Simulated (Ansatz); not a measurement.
## What a change does: single-point calculation on Si2N2H4F2

System: Si2N2H4F2.
Method of the first run: RKS SPW92 (LDA)/def2-TZVPP (Ansatz 0.2.0).

The geometry comes from this level: PBE0-D4/def2-TZVP. Text and figures count atoms from 1; the logs count them from 0 in places.

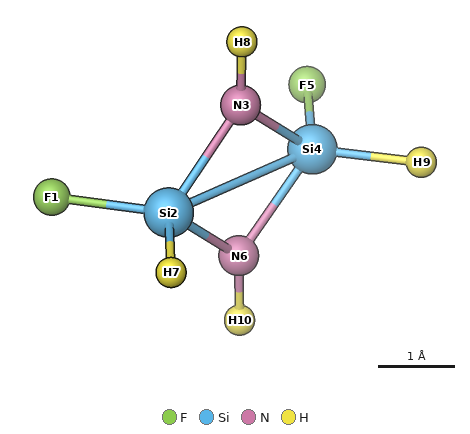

Fig. 1: The structure as given in the input (ball-and-stick view, seen at a tilt; atoms are numbered from 1 in the order of the input).

### The input, the first run
```yaml
crystal:
  periodic: [false, false, false]
  atoms:
    - {symbol: F, position_ang: [0.469797, -1.147622, -2.207203]}
    - {symbol: Si, position_ang: [0.759521, -0.675507, -0.715075]}
    - {symbol: N, position_ang: [-0.493236, -0.994707, 0.415578]}
    - {symbol: Si, position_ang: [-0.724241, 0.673430, 0.752652]}
    - {symbol: F, position_ang: [-2.165807, 1.248536, 0.399922]}
    - {symbol: N, position_ang: [0.503036, 0.994315, -0.405307]}
    - {symbol: H, position_ang: [2.097105, -1.222064, -0.419068]}
    - {symbol: H, position_ang: [-0.907524, -1.834655, 0.768935]}
    - {symbol: H, position_ang: [-0.485848, 1.126257, 2.135979]}
    - {symbol: H, position_ang: [0.947187, 1.832008, -0.726412]}
basis:
  gaussian: {orbitals: def2-TZVPP}
hamiltonian: {xc: lda}
output: {orbitals: {seedname: orbitals}}
```

Command:
```bash
ansatz run in.yaml --threads 4 --pin off --events-out ev --progress --plain --max-ram 10444MiB
```

Hardware: 4 threads of INTEL XEON PLATINUM @ 2.30GHz, 23 GiB of memory available, shared host.

### Output (the first run)
```
Functional definition: SPW92
  exchange = slater_x
  correlation = pw_c
1434 factors; their error is unknown
mean field evaluation 1: about -24103.7959 eV, gradient 1.1e2 eV
mean field evaluation 2: about -24031.5733 eV, gradient 1.9e2 eV
mean field evaluation 4: about -24122.8641 eV, gradient 2.2e1 eV
mean field evaluation 8: about -24123.5169 eV, gradient 2.4e-1 eV
mean field evaluation 16: about -24123.4837 eV, gradient 1.0e-4 eV
mean field -24123.48367608 eV, -886.5216736115 hartree, gradient 2.5e-5 eV, S^2 0.000000; 0 other end points of the search recorded, 0 dependent functions left out
reference -24123.48371562 eV, -886.5216750644 hartree; 32, 32 occupied and 232, 232 virtual orbitals, 1434 factors
Total energy: -24123.48371562 eV, -886.5216750644 hartree
```

The input of the second run differs as follows (lines with − go, lines with + come):
```diff
-hamiltonian: {xc: lda}
+hamiltonian: {xc: pbe0, dispersion: d4}
```

How does the second run compare with the first run?

The total energies belong to different models, so their difference says nothing on which is more stable or more accurate. The HOMO goes from −6.54 to −7.78 eV. The LUMO goes from −0.76 to 0.33 eV.

### Output (the second run)
```
Functional definition: PBE0
  parameter a = 0.25
  parameter kappa = 0.804
  parameter beta = 0.06672455060314922
  exchange = (1 - a)*pbe_x(kappa = kappa, mu = beta*pi^2/3) + a*exact_x
  correlation = pbe_c(beta = beta)
1440 factors; their error is unknown
mean field evaluation 1: about -24217.1244 eV, gradient 8.7e1 eV
mean field evaluation 2: about -24202.1160 eV, gradient 1.2e2 eV
mean field evaluation 4: about -24229.8694 eV, gradient 5.0e0 eV
mean field evaluation 8: about -24229.9106 eV, gradient 3.0e-2 eV
mean field evaluation 16: about -24229.9715 eV, gradient 3.7e-5 eV
mean field -24229.97152753 eV, -890.4350299720 hartree, gradient 3.7e-5 eV, S^2 0.000000; 0 other end points of the search recorded, 0 dependent functions left out
reference -24229.97155882 eV, -890.4350311222 hartree; 32, 32 occupied and 232, 232 virtual orbitals, 1440 factors
Total energy: -24230.19431358 eV, -890.4432172086 hartree
```

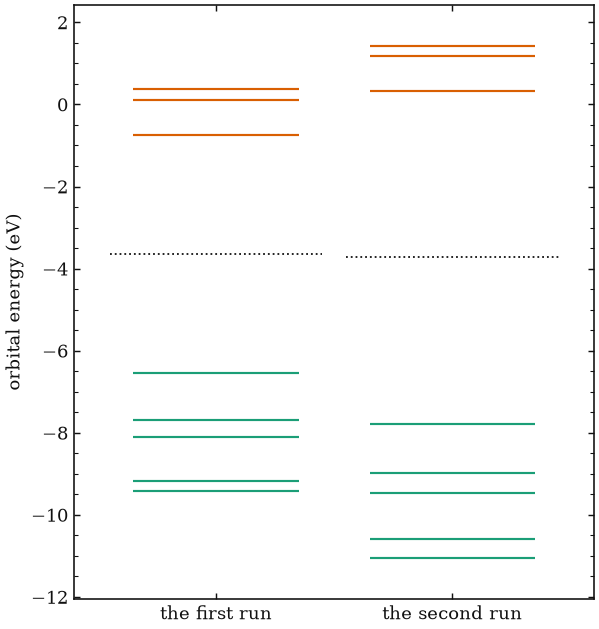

Fig. 2: The five highest filled and three lowest empty orbital energies of the two runs; the dotted lines part filled from empty levels. The HOMO–LUMO gap is 5.79 eV in the first run and 8.10 eV in the second run.

### The two runs side by side

| quantity | the first run | the second run |
| --- | --- | --- |
| outcome | converged | converged |
| total energy (hartree) | −886.521675 | −890.443217 |
| HOMO (eV) | −6.54 | −7.78 |
| LUMO (eV) | −0.76 | 0.33 |
| basis functions | 264 | 264 |
| wall time (shared host) | 1.1 s | 2.8 s |
